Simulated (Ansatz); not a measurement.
```csv
atom,x (Å),y (Å),z (Å)
C,0.4446,-0.5031,0.8182
F,-2.0817,0.2880,0.4284
S,1.7708,-0.7315,1.5850
Si,-0.8972,-0.4355,-0.4494
```

Geometry: PBE0-D3(BJ)/def2-SVP.

Level of theory: isolated molecule in a Gaussian basis; Kohn-Sham density functional theory, functional PBE0 in Ansatz 0.2.0.

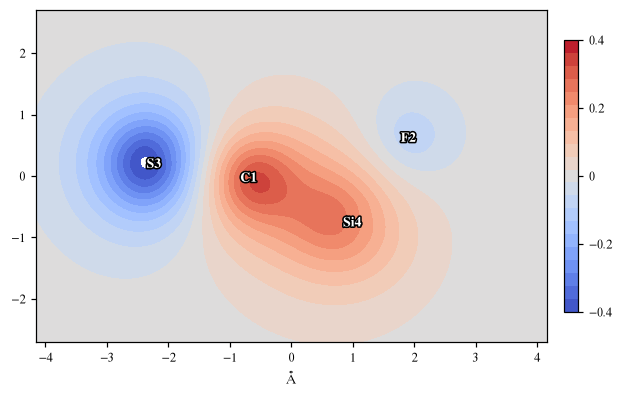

CFSSi (SMILES F[Si]=C=S) (doublet). One frontier orbital on a plane 0.8 Å above the molecular plane (values in Å⁻³ᐟ²; the overall sign is arbitrary).

Which orbital is it: HOMO (α) or LUMO (α)?

The HOMO (α), at −6.22 eV. It lies mainly on S3 (about 40 %), Si4 (about 30 %) and C1 (about 30 %); it changes sign across the molecular plane (π type); π-bonding across C1–Si4; π-antibonding (a node) across C1–S3.
